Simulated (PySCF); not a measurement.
```xyz
15
charge 0, multiplicity 1
W     0.1604    0.1016    0.1953
N     0.0456    0.6961    1.8388
H     0.3146    1.0905    2.7322
N     1.8269    0.2246   -0.3365
H     2.8123    0.4468   -0.2488
O    -0.9217    1.1566   -0.9327
C    -1.0123    2.4350   -1.4745
H    -0.0648    2.7358   -1.9555
H    -1.2619    3.1787   -0.6970
H    -1.8087    2.4509   -2.2365
O    -0.3646   -1.7088    0.1514
C    -0.0086   -2.9580    0.6512
H     1.0353   -3.2092    0.3934
H    -0.6686   -3.7247    0.2135
H    -0.1165   -2.9921    1.7497
```

Describe the molecule in this file.

Formula C₂H₈N₂O₂W. As SMILES it reads `C[O][W](=[NH])(=[NH])[O]C`. Coordination, clear cases only: 1 W tetrahedral; 1 N bent; 2 O bent; 2 C tetrahedral.

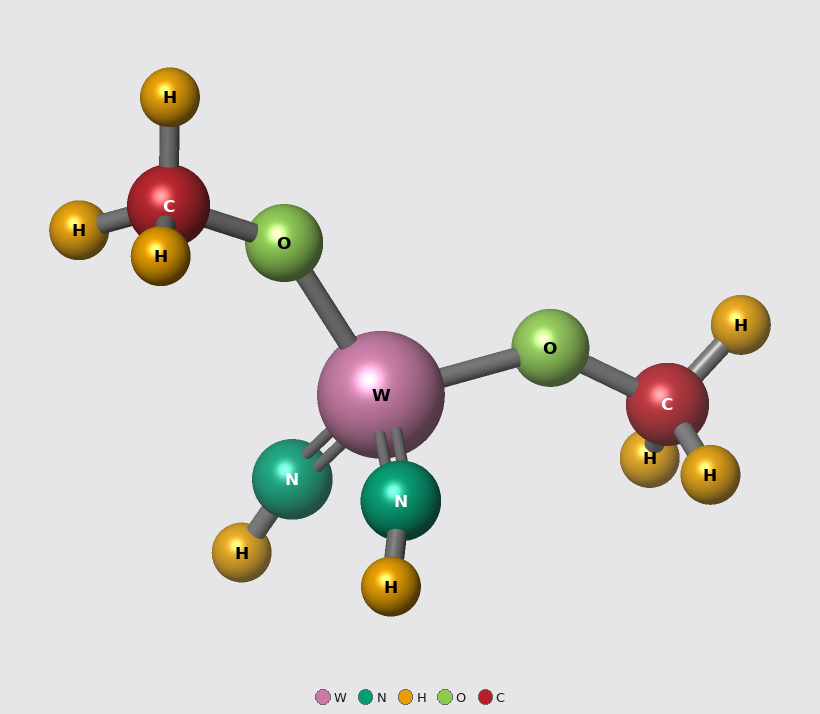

Figure made from data computed with PySCF.
